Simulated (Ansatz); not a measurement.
```xyz
4

C     0.0000    0.0000   -1.9680
C     0.0000    0.0000    0.5191
N     0.0000    0.0000   -0.7700
Si    0.0000    0.0000    2.2189
```

Geometry: PBE0-D3(BJ)/pcseg-1.

These are results of isolated molecule in a Gaussian basis; Kohn-Sham density functional theory, functional PBE0 (Ansatz 0.2.0), not measurements.

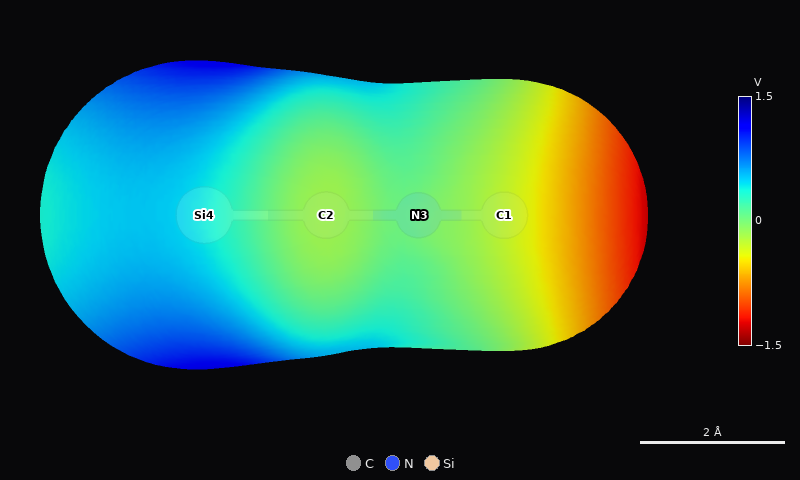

C$_{2}$NSi (SMILES [C-]#[N+]C#[Si]) (doublet). The molecular electrostatic potential painted on the density surface at 0.001 e/bohr³, seen at a tilt; the colour scale runs from red (negative) to blue (positive).

Question: Where is the surface potential most negative and most positive?

Answer: The most negative region (about −1.3 V, or −30 kcal/mol for a unit charge) lies over C1, the most positive (about +1.2 V, or +28 kcal/mol for a unit charge) over Si4.
